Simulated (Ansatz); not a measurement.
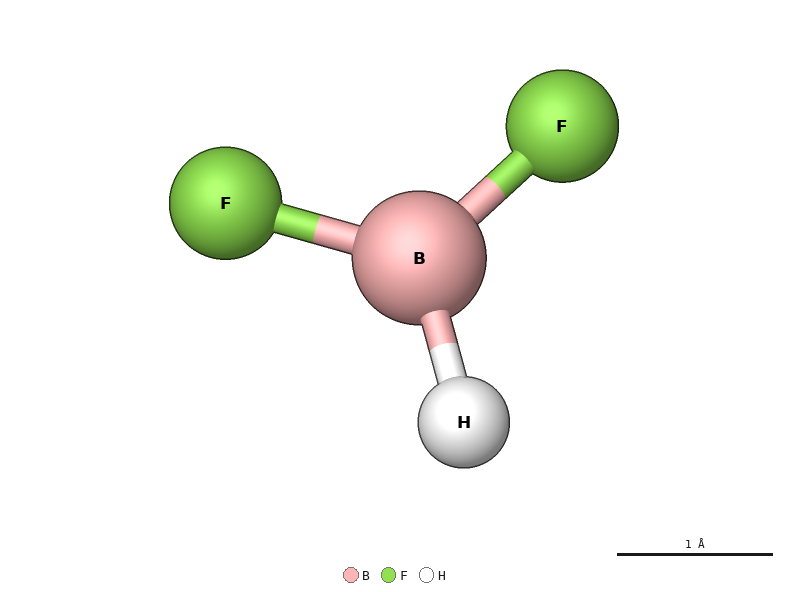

The picture shows a molecular structure as a ball-and-stick model. Every bond is drawn as one stick, whatever its order.

**Give the formula.**

BF2H, 4 atoms: 1 boron, 2 fluorine and 1 hydrogen.

**How many bonds of each kind are drawn?**

2 B–F, 1 B–H. Sticks follow a distance rule.

**What is the point group of this geometry?**

C2v.

The parts below concern this one geometry. Atoms keep their numbers from picture to picture. The computed structure is the end point of a PBE0-D4/def2-TZVP optimisation.

### Geometry

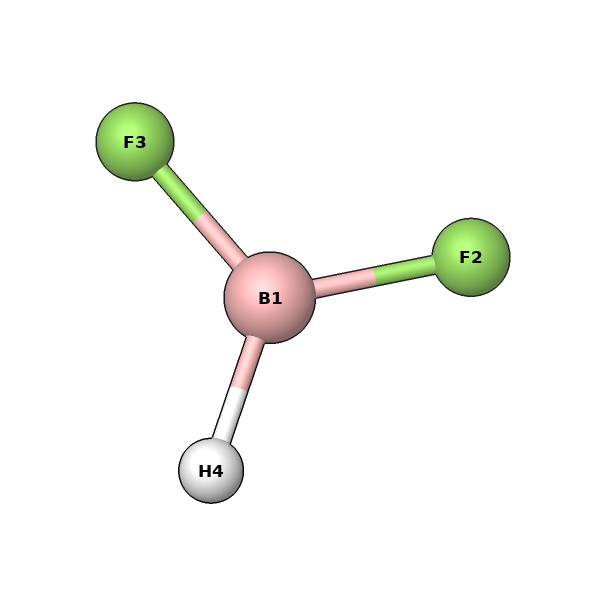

Numbered structure.

**How are the neighbours of atom 1 arranged?**

B1 has 3 neighbours (F2 at 1.31, F3 at 1.31, H4 at 1.19 Å); the arrangement is trigonal planar.

### Charges

The questions are on Mulliken charges. Properties computed with RKS PBE0-D4/def2-TZVP (Ansatz 0.2.0).

Give the Mulliken charges atom by atom.

| atom | value (e) |
| --- | --- |
| B1 | 0.44 |
| F2 | −0.22 |
| F3 | −0.22 |
| H4 | 0.00 |

### Dipole moment

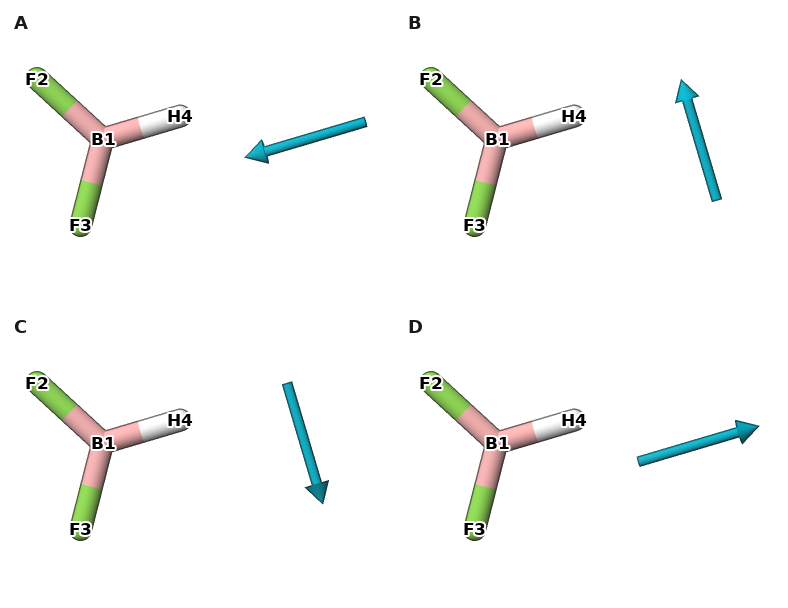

The same molecule four times, each with an arrow. Method: RKS PBE0-D4/def2-TZVP (Ansatz 0.2.0).

**Which arrow points along the dipole moment, from the negative to the positive end?**

D. The dipole moment is 0.89 D; it points from the side of F2, F3 to the side of H4 (the outermost atoms at the two ends).

### Electronic properties

Level of theory: RKS PBE0-D4/def2-TZVPP (Ansatz 0.2.0).

Computed properties:

- HOMO energy (Kohn–Sham orbital): −10.86 eV
- LUMO energy (Kohn–Sham orbital): −0.32 eV
- HOMO–LUMO gap: 10.54 eV

### Thermal motion

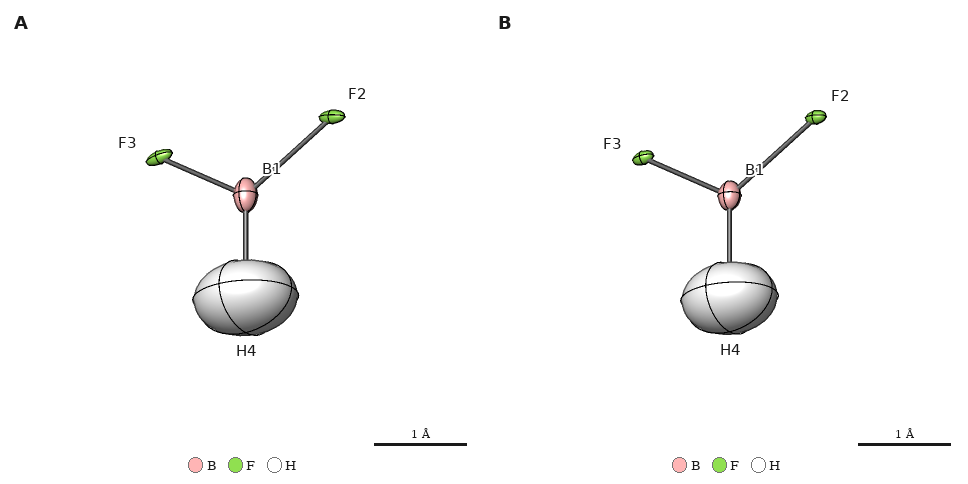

Displacement ellipsoids at the 50 % level, scaled by 3, from the internal vibrations of the free molecule (harmonic, no overall translation or rotation; no half-axis is drawn under 0.075 Å). Vibrations computed with RKS PBE0-D4/def2-TZVP (Ansatz 0.2.0). One panel is for 0 K (zero-point motion alone), the other for 600 K.

**Which panel is for 600 K?**

A.

**How much does the mean-square displacement of F2 grow, and why?**

U_eq goes from 0.00032 to 0.00049 Å², a factor of 1.6. The lowest modes (from 539 cm⁻¹) begin to be excited.

Mulliken values depend strongly on the basis set and can even reverse the polarity of a bond.
